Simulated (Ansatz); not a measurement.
# BH− (quartet): B3LYP, r2SCANh, BHLYP over a scan of the distance B1–H2, aug-cc-pVDZ, part 2 of 2

Ansatz 0.2.0, Gaussian basis; aug-cc-pVDZ, all electrons in the functionals. Earlier steps stand in the parts before.

### Step 18. r2SCANh, 1.651 Å

Contents of in.yaml:

```yaml
crystal:
  periodic: [false, false, false]
  atoms:
    - {symbol: B, position_ang: [0.000000, 0.000000, 0.000000]}
    - {symbol: H, position_ang: [0.000000, 0.000000, 1.651000]}
basis:
  gaussian: {orbitals: aug-cc-pVDZ}
total_charge: -1
magnetization: {spin_polarized: true, initial_magnetization: 3}
hamiltonian: {xc: {name: r2SCANh}}
```

Command:

```console
> ansatz run in.yaml --threads 1 --pin off --events-out ev --progress --plain --max-ram 2393MiB
```

Log (excerpt; [...] marks lines left out):

```text
Functional definition: r2SCANh
  name "r2SCANh"
  cite "Bursch, Neugebauer, Ehlert & Grimme, J. Chem. Phys. 156, 134105 (2022) doi:10.1063/5.0086040"
  cite "Furness, Kaplan, Ning, Perdew & Sun, J. Phys. Chem. Lett. 11, 8208 (2020) doi:10.1021/acs.jpclett.0c02405"
  cite "Furness, Kaplan, Ning, Perdew & Sun, J. Phys. Chem. Lett. 11, 9248 (2020) doi:10.1021/acs.jpclett.0c03077"
  parent r2scan
[...]
259 factors; their error is unknown
[...]
mean field -686.36343520 eV, -25.2233910099 hartree, gradient 4.2e-5 eV, S^2 3.755074; 0 other end points of the search recorded, 0 dependent functions left out
reference -686.36347180 eV, -25.2233923548 hartree; 5, 2 occupied and 27, 30 virtual orbitals, 259 factors
Total energy: -686.36347180 eV, -25.2233923548 hartree
```

Wall time 1.4 s (1 thread of AMD EPYC, shared host).

From the report: ⟨S²⟩ of the determinant 3.755 (pure quartet: 3.75).

From 1.206 Å: +100.1 kJ/mol.

### Step 19. r2SCANh, 1.910 Å

Changes to in.yaml since step 18:

```diff
@@ -4,3 +4,3 @@
     - {symbol: B, position_ang: [0.000000, 0.000000, 0.000000]}
-    - {symbol: H, position_ang: [0.000000, 0.000000, 1.651000]}
+    - {symbol: H, position_ang: [0.000000, 0.000000, 1.910000]}
 basis:
```

Launched as before.

Log (excerpt; [...] marks lines left out):

```text
Functional definition: r2SCANh
  name "r2SCANh"
  cite "Bursch, Neugebauer, Ehlert & Grimme, J. Chem. Phys. 156, 134105 (2022) doi:10.1063/5.0086040"
  cite "Furness, Kaplan, Ning, Perdew & Sun, J. Phys. Chem. Lett. 11, 8208 (2020) doi:10.1021/acs.jpclett.0c02405"
  cite "Furness, Kaplan, Ning, Perdew & Sun, J. Phys. Chem. Lett. 11, 9248 (2020) doi:10.1021/acs.jpclett.0c03077"
  parent r2scan
[...]
259 factors; their error is unknown
[...]
mean field -685.64416359 eV, -25.1969582655 hartree, gradient 1.5e-5 eV, S^2 3.776653; 0 other end points of the search recorded, 0 dependent functions left out
reference -685.64420298 eV, -25.1969597131 hartree; 5, 2 occupied and 27, 30 virtual orbitals, 259 factors
Total energy: -685.64420298 eV, -25.1969597131 hartree
```

Run time: 1.5 s. Hardware: 1 thread of AMD EPYC, shared host.

From the report: ⟨S²⟩ of the determinant 3.777 (pure quartet: 3.75).

From 1.206 Å: +169.5 kJ/mol.

### Step 20. r2SCANh, 2.262 Å

Changes to in.yaml since step 19:

```diff
@@ -4,3 +4,3 @@
     - {symbol: B, position_ang: [0.000000, 0.000000, 0.000000]}
-    - {symbol: H, position_ang: [0.000000, 0.000000, 1.910000]}
+    - {symbol: H, position_ang: [0.000000, 0.000000, 2.262000]}
 basis:
```

Launched as before.

Log (excerpt; [...] marks lines left out):

```text
Functional definition: r2SCANh
  name "r2SCANh"
  cite "Bursch, Neugebauer, Ehlert & Grimme, J. Chem. Phys. 156, 134105 (2022) doi:10.1063/5.0086040"
  cite "Furness, Kaplan, Ning, Perdew & Sun, J. Phys. Chem. Lett. 11, 8208 (2020) doi:10.1021/acs.jpclett.0c02405"
  cite "Furness, Kaplan, Ning, Perdew & Sun, J. Phys. Chem. Lett. 11, 9248 (2020) doi:10.1021/acs.jpclett.0c03077"
  parent r2scan
[...]
259 factors; their error is unknown
[...]
mean field -685.05757159 eV, -25.1754014071 hartree, gradient 1.2e-5 eV, S^2 3.798978; 1 other end points of the search recorded, 0 dependent functions left out
reference -685.05761234 eV, -25.1754029048 hartree; 5, 2 occupied and 27, 30 virtual orbitals, 259 factors
Total energy: -685.05761234 eV, -25.1754029048 hartree
```

Wall time 1.8 s (1 thread of AMD EPYC, shared host).

From the report: ⟨S²⟩ of the determinant 3.799 (pure quartet: 3.75).

From 1.206 Å: +226.1 kJ/mol.

### Step 21. r2SCANh, 2.601 Å

Changes to in.yaml since step 20:

```diff
@@ -4,3 +4,3 @@
     - {symbol: B, position_ang: [0.000000, 0.000000, 0.000000]}
-    - {symbol: H, position_ang: [0.000000, 0.000000, 2.262000]}
+    - {symbol: H, position_ang: [0.000000, 0.000000, 2.601000]}
 basis:
```

Same command.

Log (excerpt; [...] marks lines left out):

```text
Functional definition: r2SCANh
  name "r2SCANh"
  cite "Bursch, Neugebauer, Ehlert & Grimme, J. Chem. Phys. 156, 134105 (2022) doi:10.1063/5.0086040"
  cite "Furness, Kaplan, Ning, Perdew & Sun, J. Phys. Chem. Lett. 11, 8208 (2020) doi:10.1021/acs.jpclett.0c02405"
  cite "Furness, Kaplan, Ning, Perdew & Sun, J. Phys. Chem. Lett. 11, 9248 (2020) doi:10.1021/acs.jpclett.0c03077"
  parent r2scan
[...]
259 factors; their error is unknown
[...]
mean field -684.78318687 eV, -25.1653179546 hartree, gradient 1.3e-5 eV, S^2 3.784345; 4 other end points of the search recorded, 0 dependent functions left out
reference -684.78322774 eV, -25.1653194567 hartree; 5, 2 occupied and 27, 30 virtual orbitals, 259 factors
Total energy: -684.78322774 eV, -25.1653194567 hartree
```

Wall time 3.9 s (1 thread of AMD EPYC, shared host).

From the report: ⟨S²⟩ of the determinant 3.784 (pure quartet: 3.75).

From 1.206 Å: +252.5 kJ/mol.

### Step 22. r2SCANh, 3.204 Å

Changes to in.yaml since step 21:

```diff
@@ -4,3 +4,3 @@
     - {symbol: B, position_ang: [0.000000, 0.000000, 0.000000]}
-    - {symbol: H, position_ang: [0.000000, 0.000000, 2.601000]}
+    - {symbol: H, position_ang: [0.000000, 0.000000, 3.204000]}
 basis:
```

Launched as before.

Log (excerpt; [...] marks lines left out):

```text
Functional definition: r2SCANh
  name "r2SCANh"
  cite "Bursch, Neugebauer, Ehlert & Grimme, J. Chem. Phys. 156, 134105 (2022) doi:10.1063/5.0086040"
  cite "Furness, Kaplan, Ning, Perdew & Sun, J. Phys. Chem. Lett. 11, 8208 (2020) doi:10.1021/acs.jpclett.0c02405"
  cite "Furness, Kaplan, Ning, Perdew & Sun, J. Phys. Chem. Lett. 11, 9248 (2020) doi:10.1021/acs.jpclett.0c03077"
  parent r2scan
[...]
259 factors; their error is unknown
[...]
mean field -684.59541872 eV, -25.1584176025 hartree, gradient 9.8e-6 eV, S^2 3.762531; 6 other end points of the search recorded, 0 dependent functions left out
reference -684.59545998 eV, -25.1584191187 hartree; 5, 2 occupied and 27, 30 virtual orbitals, 259 factors
Total energy: -684.59545998 eV, -25.1584191187 hartree
```

Run time: 4.9 s. Hardware: 1 thread of AMD EPYC, shared host.

From the report: ⟨S²⟩ of the determinant 3.763 (pure quartet: 3.75).

From 1.206 Å: +270.6 kJ/mol.

### Step 23. r2SCANh, 4.202 Å

Changes to in.yaml since step 22:

```diff
@@ -4,3 +4,3 @@
     - {symbol: B, position_ang: [0.000000, 0.000000, 0.000000]}
-    - {symbol: H, position_ang: [0.000000, 0.000000, 3.204000]}
+    - {symbol: H, position_ang: [0.000000, 0.000000, 4.202000]}
 basis:
```

Launched as before.

Log (excerpt; [...] marks lines left out):

```text
Functional definition: r2SCANh
  name "r2SCANh"
  cite "Bursch, Neugebauer, Ehlert & Grimme, J. Chem. Phys. 156, 134105 (2022) doi:10.1063/5.0086040"
  cite "Furness, Kaplan, Ning, Perdew & Sun, J. Phys. Chem. Lett. 11, 8208 (2020) doi:10.1021/acs.jpclett.0c02405"
  cite "Furness, Kaplan, Ning, Perdew & Sun, J. Phys. Chem. Lett. 11, 9248 (2020) doi:10.1021/acs.jpclett.0c03077"
  parent r2scan
[...]
259 factors; their error is unknown
[...]
mean field -684.52025036 eV, -25.1556552162 hartree, gradient 6.4e-6 eV, S^2 3.757267; 6 other end points of the search recorded, 0 dependent functions left out
reference -684.52029336 eV, -25.1556567965 hartree; 5, 2 occupied and 27, 30 virtual orbitals, 259 factors
Total energy: -684.52029336 eV, -25.1556567965 hartree
```

Wall time 6 s (1 thread of AMD EPYC, shared host).

From the report: ⟨S²⟩ of the determinant 3.757 (pure quartet: 3.75).

From 1.206 Å: +277.9 kJ/mol.

### Step 24. BHLYP, 0.977 Å

Contents of in.yaml:

```yaml
crystal:
  periodic: [false, false, false]
  atoms:
    - {symbol: B, position_ang: [0.000000, 0.000000, 0.000000]}
    - {symbol: H, position_ang: [0.000000, 0.000000, 0.977000]}
basis:
  gaussian: {orbitals: aug-cc-pVDZ}
total_charge: -1
magnetization: {spin_polarized: true, initial_magnetization: 3}
hamiltonian: {xc: {name: BHLYP}}
```

The command is unchanged.

Log (excerpt; [...] marks lines left out):

```text
Functional definition: BHLYP
  name "BHLYP"
  cite "Becke, J. Chem. Phys. 98, 1372 (1993) doi:10.1063/1.464304"
  cite "Becke, Phys. Rev. A 38, 3098 (1988) doi:10.1103/PhysRevA.38.3098"
  cite "Lee, Yang & Parr, Phys. Rev. B 37, 785 (1988) doi:10.1103/PhysRevB.37.785"
[...]
315 factors; their error is unknown
[...]
mean field -686.15231196 eV, -25.2156323738 hartree, gradient 1.7e-5 eV, S^2 3.750742; 1 other end points of the search recorded, 0 dependent functions left out
reference -686.15242429 eV, -25.2156365019 hartree; 5, 2 occupied and 27, 30 virtual orbitals, 315 factors
Total energy: -686.15242429 eV, -25.2156365019 hartree
```

Run time: 0.92 s. Hardware: 1 thread of AMD EPYC, shared host.

From the report: ⟨S²⟩ of the determinant 3.751 (pure quartet: 3.75).

### Step 25. BHLYP, 1.069 Å

Changes to in.yaml since step 24:

```diff
@@ -4,3 +4,3 @@
     - {symbol: B, position_ang: [0.000000, 0.000000, 0.000000]}
-    - {symbol: H, position_ang: [0.000000, 0.000000, 0.977000]}
+    - {symbol: H, position_ang: [0.000000, 0.000000, 1.069000]}
 basis:
```

The command is unchanged.

Log (excerpt; [...] marks lines left out):

```text
Functional definition: BHLYP
  name "BHLYP"
  cite "Becke, J. Chem. Phys. 98, 1372 (1993) doi:10.1063/1.464304"
  cite "Becke, Phys. Rev. A 38, 3098 (1988) doi:10.1103/PhysRevA.38.3098"
  cite "Lee, Yang & Parr, Phys. Rev. B 37, 785 (1988) doi:10.1103/PhysRevB.37.785"
[...]
315 factors; their error is unknown
[...]
mean field -686.78432534 eV, -25.2388584370 hartree, gradient 1.1e-5 eV, S^2 3.750755; 1 other end points of the search recorded, 0 dependent functions left out
reference -686.78443661 eV, -25.2388625263 hartree; 5, 2 occupied and 27, 30 virtual orbitals, 315 factors
Total energy: -686.78443661 eV, -25.2388625263 hartree
```

Run time: 0.96 s. Hardware: 1 thread of AMD EPYC, shared host.

From the report: ⟨S²⟩ of the determinant 3.751 (pure quartet: 3.75).

### Step 26. BHLYP, 1.206 Å

Changes to in.yaml since step 25:

```diff
@@ -4,3 +4,3 @@
     - {symbol: B, position_ang: [0.000000, 0.000000, 0.000000]}
-    - {symbol: H, position_ang: [0.000000, 0.000000, 1.069000]}
+    - {symbol: H, position_ang: [0.000000, 0.000000, 1.205800]}
 basis:
```

Same command.

Log (excerpt; [...] marks lines left out):

```text
Functional definition: BHLYP
  name "BHLYP"
  cite "Becke, J. Chem. Phys. 98, 1372 (1993) doi:10.1063/1.464304"
  cite "Becke, Phys. Rev. A 38, 3098 (1988) doi:10.1103/PhysRevA.38.3098"
  cite "Lee, Yang & Parr, Phys. Rev. B 37, 785 (1988) doi:10.1103/PhysRevB.37.785"
[...]
315 factors; their error is unknown
[...]
mean field -687.04746216 eV, -25.2485285368 hartree, gradient 1.1e-5 eV, S^2 3.750809; 1 other end points of the search recorded, 0 dependent functions left out
reference -687.04757166 eV, -25.2485325608 hartree; 5, 2 occupied and 27, 30 virtual orbitals, 315 factors
Total energy: -687.04757166 eV, -25.2485325608 hartree
```

Run time: 0.73 s. Hardware: 1 thread of AMD EPYC, shared host.

From the report: ⟨S²⟩ of the determinant 3.751 (pure quartet: 3.75).

### Step 27. BHLYP, 1.352 Å

Changes to in.yaml since step 26:

```diff
@@ -4,3 +4,3 @@
     - {symbol: B, position_ang: [0.000000, 0.000000, 0.000000]}
-    - {symbol: H, position_ang: [0.000000, 0.000000, 1.205800]}
+    - {symbol: H, position_ang: [0.000000, 0.000000, 1.352000]}
 basis:
```

Same command.

Log (excerpt; [...] marks lines left out):

```text
Functional definition: BHLYP
  name "BHLYP"
  cite "Becke, J. Chem. Phys. 98, 1372 (1993) doi:10.1063/1.464304"
  cite "Becke, Phys. Rev. A 38, 3098 (1988) doi:10.1103/PhysRevA.38.3098"
  cite "Lee, Yang & Parr, Phys. Rev. B 37, 785 (1988) doi:10.1103/PhysRevB.37.785"
[...]
315 factors; their error is unknown
[...]
mean field -686.85377637 eV, -25.2414107154 hartree, gradient 1.5e-5 eV, S^2 3.751206; 1 other end points of the search recorded, 0 dependent functions left out
reference -686.85388813 eV, -25.2414148225 hartree; 5, 2 occupied and 27, 30 virtual orbitals, 315 factors
Total energy: -686.85388813 eV, -25.2414148225 hartree
```

Wall time 0.73 s (1 thread of AMD EPYC, shared host).

From the report: ⟨S²⟩ of the determinant 3.751 (pure quartet: 3.75).

From 1.206 Å: +18.7 kJ/mol.

### Step 28. BHLYP, 1.485 Å

Changes to in.yaml since step 27:

```diff
@@ -4,3 +4,3 @@
     - {symbol: B, position_ang: [0.000000, 0.000000, 0.000000]}
-    - {symbol: H, position_ang: [0.000000, 0.000000, 1.352000]}
+    - {symbol: H, position_ang: [0.000000, 0.000000, 1.485000]}
 basis:
```

Same command.

Log (excerpt; [...] marks lines left out):

```text
Functional definition: BHLYP
  name "BHLYP"
  cite "Becke, J. Chem. Phys. 98, 1372 (1993) doi:10.1063/1.464304"
  cite "Becke, Phys. Rev. A 38, 3098 (1988) doi:10.1103/PhysRevA.38.3098"
  cite "Lee, Yang & Parr, Phys. Rev. B 37, 785 (1988) doi:10.1103/PhysRevB.37.785"
[...]
315 factors; their error is unknown
[...]
mean field -686.49150919 eV, -25.2280976421 hartree, gradient 2.2e-5 eV, S^2 3.752721; 1 other end points of the search recorded, 0 dependent functions left out
reference -686.49162156 eV, -25.2281017717 hartree; 5, 2 occupied and 27, 30 virtual orbitals, 315 factors
Total energy: -686.49162156 eV, -25.2281017717 hartree
```

Run time: 0.76 s. Hardware: 1 thread of AMD EPYC, shared host.

From the report: ⟨S²⟩ of the determinant 3.753 (pure quartet: 3.75).

From 1.206 Å: +53.6 kJ/mol.

### Step 29. BHLYP, 1.651 Å

Changes to in.yaml since step 28:

```diff
@@ -4,3 +4,3 @@
     - {symbol: B, position_ang: [0.000000, 0.000000, 0.000000]}
-    - {symbol: H, position_ang: [0.000000, 0.000000, 1.485000]}
+    - {symbol: H, position_ang: [0.000000, 0.000000, 1.651000]}
 basis:
```

Launched as before.

Log (excerpt; [...] marks lines left out):

```text
Functional definition: BHLYP
  name "BHLYP"
  cite "Becke, J. Chem. Phys. 98, 1372 (1993) doi:10.1063/1.464304"
  cite "Becke, Phys. Rev. A 38, 3098 (1988) doi:10.1103/PhysRevA.38.3098"
  cite "Lee, Yang & Parr, Phys. Rev. B 37, 785 (1988) doi:10.1103/PhysRevB.37.785"
[...]
315 factors; their error is unknown
[...]
mean field -685.98023251 eV, -25.2093085707 hartree, gradient 2.9e-5 eV, S^2 3.758724; 1 other end points of the search recorded, 0 dependent functions left out
reference -685.98034641 eV, -25.2093127565 hartree; 5, 2 occupied and 27, 30 virtual orbitals, 315 factors
Total energy: -685.98034641 eV, -25.2093127565 hartree
```

Wall time 0.79 s (1 thread of AMD EPYC, shared host).

From the report: ⟨S²⟩ of the determinant 3.759 (pure quartet: 3.75).

From 1.206 Å: +103.0 kJ/mol.

### Step 30. BHLYP, 1.910 Å

Changes to in.yaml since step 29:

```diff
@@ -4,3 +4,3 @@
     - {symbol: B, position_ang: [0.000000, 0.000000, 0.000000]}
-    - {symbol: H, position_ang: [0.000000, 0.000000, 1.651000]}
+    - {symbol: H, position_ang: [0.000000, 0.000000, 1.910000]}
 basis:
```

Launched as before.

Log (excerpt; [...] marks lines left out):

```text
Functional definition: BHLYP
  name "BHLYP"
  cite "Becke, J. Chem. Phys. 98, 1372 (1993) doi:10.1063/1.464304"
  cite "Becke, Phys. Rev. A 38, 3098 (1988) doi:10.1103/PhysRevA.38.3098"
  cite "Lee, Yang & Parr, Phys. Rev. B 37, 785 (1988) doi:10.1103/PhysRevB.37.785"
[...]
315 factors; their error is unknown
[...]
mean field -685.31953270 eV, -25.1850283005 hartree, gradient 2.7e-5 eV, S^2 3.776758; 2 other end points of the search recorded, 0 dependent functions left out
reference -685.31964933 eV, -25.1850325866 hartree; 5, 2 occupied and 27, 30 virtual orbitals, 315 factors
Total energy: -685.31964933 eV, -25.1850325866 hartree
```

It took 0.82 s on 1 thread of AMD EPYC, shared host.

From the report: ⟨S²⟩ of the determinant 3.777 (pure quartet: 3.75).

From 1.206 Å: +166.7 kJ/mol.

### Step 31. BHLYP, 2.262 Å

Changes to in.yaml since step 30:

```diff
@@ -4,3 +4,3 @@
     - {symbol: B, position_ang: [0.000000, 0.000000, 0.000000]}
-    - {symbol: H, position_ang: [0.000000, 0.000000, 1.910000]}
+    - {symbol: H, position_ang: [0.000000, 0.000000, 2.262000]}
 basis:
```

Same command.

Log (excerpt; [...] marks lines left out):

```text
Functional definition: BHLYP
  name "BHLYP"
  cite "Becke, J. Chem. Phys. 98, 1372 (1993) doi:10.1063/1.464304"
  cite "Becke, Phys. Rev. A 38, 3098 (1988) doi:10.1103/PhysRevA.38.3098"
  cite "Lee, Yang & Parr, Phys. Rev. B 37, 785 (1988) doi:10.1103/PhysRevB.37.785"
[...]
315 factors; their error is unknown
[...]
mean field -684.85111070 eV, -25.1678141093 hartree, gradient 2.0e-5 eV, S^2 3.777309; 2 other end points of the search recorded, 0 dependent functions left out
reference -684.85123085 eV, -25.1678185247 hartree; 5, 2 occupied and 27, 30 virtual orbitals, 315 factors
Total energy: -684.85123085 eV, -25.1678185247 hartree
```

Run time: 0.76 s. Hardware: 1 thread of AMD EPYC, shared host.

From the report: ⟨S²⟩ of the determinant 3.777 (pure quartet: 3.75).

From 1.206 Å: +211.9 kJ/mol.

### Step 32. BHLYP, 2.601 Å

Changes to in.yaml since step 31:

```diff
@@ -4,3 +4,3 @@
     - {symbol: B, position_ang: [0.000000, 0.000000, 0.000000]}
-    - {symbol: H, position_ang: [0.000000, 0.000000, 2.262000]}
+    - {symbol: H, position_ang: [0.000000, 0.000000, 2.601000]}
 basis:
```

The command is unchanged.

Log (excerpt; [...] marks lines left out):

```text
Functional definition: BHLYP
  name "BHLYP"
  cite "Becke, J. Chem. Phys. 98, 1372 (1993) doi:10.1063/1.464304"
  cite "Becke, Phys. Rev. A 38, 3098 (1988) doi:10.1103/PhysRevA.38.3098"
  cite "Lee, Yang & Parr, Phys. Rev. B 37, 785 (1988) doi:10.1103/PhysRevB.37.785"
[...]
315 factors; their error is unknown
[...]
mean field -684.67795909 eV, -25.1614509052 hartree, gradient 1.7e-5 eV, S^2 3.764365; 2 other end points of the search recorded, 0 dependent functions left out
reference -684.67808400 eV, -25.1614554957 hartree; 5, 2 occupied and 27, 30 virtual orbitals, 315 factors
Total energy: -684.67808400 eV, -25.1614554957 hartree
```

Wall time 1.1 s (1 thread of AMD EPYC, shared host).

From the report: ⟨S²⟩ of the determinant 3.764 (pure quartet: 3.75).

From 1.206 Å: +228.6 kJ/mol.

### Step 33. BHLYP, 3.204 Å

Changes to in.yaml since step 32:

```diff
@@ -4,3 +4,3 @@
     - {symbol: B, position_ang: [0.000000, 0.000000, 0.000000]}
-    - {symbol: H, position_ang: [0.000000, 0.000000, 2.601000]}
+    - {symbol: H, position_ang: [0.000000, 0.000000, 3.204000]}
 basis:
```

The command is unchanged.

Log (excerpt; [...] marks lines left out):

```text
Functional definition: BHLYP
  name "BHLYP"
  cite "Becke, J. Chem. Phys. 98, 1372 (1993) doi:10.1063/1.464304"
  cite "Becke, Phys. Rev. A 38, 3098 (1988) doi:10.1103/PhysRevA.38.3098"
  cite "Lee, Yang & Parr, Phys. Rev. B 37, 785 (1988) doi:10.1103/PhysRevB.37.785"
[...]
315 factors; their error is unknown
[...]
mean field -684.57972506 eV, -25.1578408711 hartree, gradient 1.9e-6 eV, S^2 3.756251; 3 other end points of the search recorded, 0 dependent functions left out
reference -684.57985634 eV, -25.1578456957 hartree; 5, 2 occupied and 27, 30 virtual orbitals, 315 factors
Total energy: -684.57985634 eV, -25.1578456957 hartree
```

Wall time 1.7 s (1 thread of AMD EPYC, shared host).

From the report: ⟨S²⟩ of the determinant 3.756 (pure quartet: 3.75).

From 1.206 Å: +238.1 kJ/mol.

### Step 34. BHLYP, 4.202 Å

Changes to in.yaml since step 33:

```diff
@@ -4,3 +4,3 @@
     - {symbol: B, position_ang: [0.000000, 0.000000, 0.000000]}
-    - {symbol: H, position_ang: [0.000000, 0.000000, 3.204000]}
+    - {symbol: H, position_ang: [0.000000, 0.000000, 4.202000]}
 basis:
```

Launched as before.

Log (excerpt; [...] marks lines left out):

```text
Functional definition: BHLYP
  name "BHLYP"
  cite "Becke, J. Chem. Phys. 98, 1372 (1993) doi:10.1063/1.464304"
  cite "Becke, Phys. Rev. A 38, 3098 (1988) doi:10.1103/PhysRevA.38.3098"
  cite "Lee, Yang & Parr, Phys. Rev. B 37, 785 (1988) doi:10.1103/PhysRevB.37.785"
[...]
315 factors; their error is unknown
[...]
mean field -684.54284849 eV, -25.1564856821 hartree, gradient 5.3e-6 eV, S^2 3.754718; 2 other end points of the search recorded, 0 dependent functions left out
reference -684.54299155 eV, -25.1564909394 hartree; 5, 2 occupied and 27, 30 virtual orbitals, 315 factors
Total energy: -684.54299155 eV, -25.1564909394 hartree
```

Run time: 1.9 s. Hardware: 1 thread of AMD EPYC, shared host.

From the report: ⟨S²⟩ of the determinant 3.755 (pure quartet: 3.75).

From 1.206 Å: +241.7 kJ/mol.

### Step 35. The comparison

The yardstick is full CI for this spin, exact in this basis with these frozen cores. It comes from earlier runs at the same points. Energies in kJ/mol, counted from 1.206 Å; blanks weren't run or aren't comparable.

```tsv
level	0.977 Å	1.069 Å	1.206 Å	1.352 Å	1.485 Å	1.651 Å	1.910 Å	2.262 Å	2.601 Å	3.204 Å	4.202 Å
FCI	97.2	31.5	0.0	13.0	43.6	89.2	153.0	204.6	224.1	234.7	239.2
B3LYP	89.0	27.2	0.0	16.3	49.1	96.5	160.8	210.9	230.9	242.4	246.4
r2SCANh	91.2	28.1	0.0	16.4	50.2	100.1	169.5	226.1	252.5	270.6	277.9
BHLYP	86.4	25.4	0.0	18.7	53.6	103.0	166.7	211.9	228.6	238.1	241.7
```

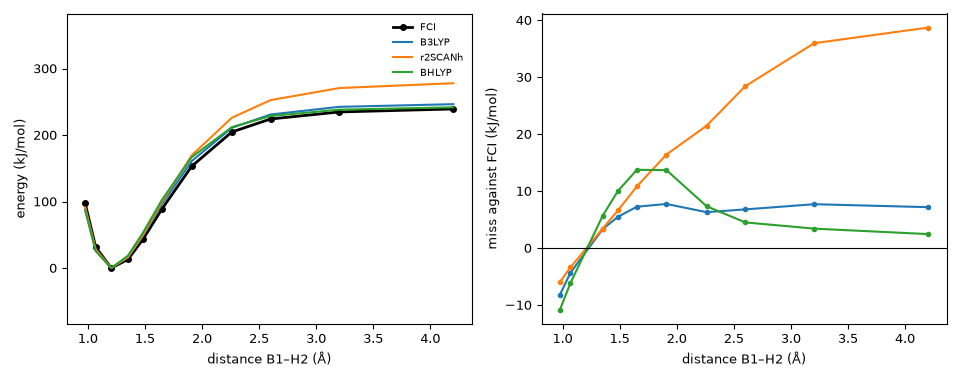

Left: the curves (the axis may cut off levels that run far away). Right: misses against FCI, in the same colours.

Largest miss and mean time a point (FCI took 39 s a point; shared hosts):

```tsv
level	largest miss (kJ/mol)	where	time a point
B3LYP	-8.2	0.977 Å	1.2 s
r2SCANh	+38.7	4.202 Å	2.5 s
BHLYP	+13.7	1.651 Å	1 s
```

### Step 36. Outcome

This closing draws on all 2 parts.

```
             quantity                   value
span of the FCI curve            239.2 kJ/mol
  largest miss, B3LYP   -8.2 kJ/mol (0.977 Å)
largest miss, r2SCANh  +38.7 kJ/mol (4.202 Å)
  largest miss, BHLYP  +13.7 kJ/mol (1.651 Å)
```

Of the functionals, B3LYP keep the smallest largest miss at the points compared (at most 8.2 kJ/mol) and r2SCANh strays most (38.7 kJ/mol, at 4.202 Å). Functionals and the yardstick converge differently with the basis, so part of each miss in aug-cc-pVDZ is the basis.
